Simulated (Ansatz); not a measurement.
```json
{"atom": "Br", "x (Å)": "0.2984", "y (Å)": "-1.5405", "z (Å)": "0.3392"}
{"atom": "Br", "x (Å)": "1.8915", "y (Å)": "-4.2625", "z (Å)": "-1.7155"}
{"atom": "Br", "x (Å)": "-0.5803", "y (Å)": "-5.1436", "z (Å)": "0.9833"}
{"atom": "Cl", "x (Å)": "-1.6471", "y (Å)": "-3.4631", "z (Å)": "-2.0703"}
{"atom": "Ti", "x (Å)": "-0.0421", "y (Å)": "-3.5996", "z (Å)": "-0.6448"}
```

Geometry: PBE0-D4/def2-SVP.

The calculation used Ansatz 0.2.0, isolated molecule in a Gaussian basis; Kohn-Sham density functional theory, functional PBE0.

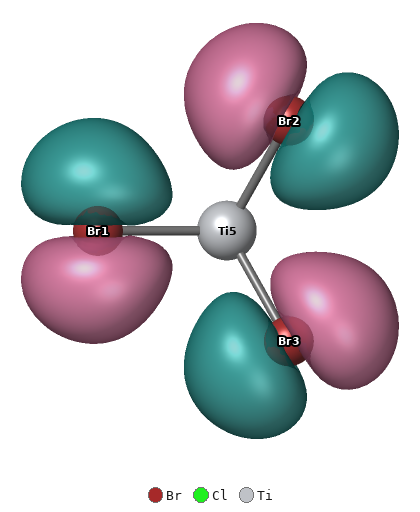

Br$_{3}$ClTi. One frontier orbital at ±0.06 Å⁻³ᐟ² (teal and pink are the two phases), seen across its widest extent.

Question: Which orbital is it: HOMO or LUMO?

Answer: The HOMO, at −8.84 eV. It lies mainly on Br1 (about 30 %), Br2 (about 30 %) and Br3 (about 30 %); largely a combination of lone pairs on Br1, Br2 and Br3.
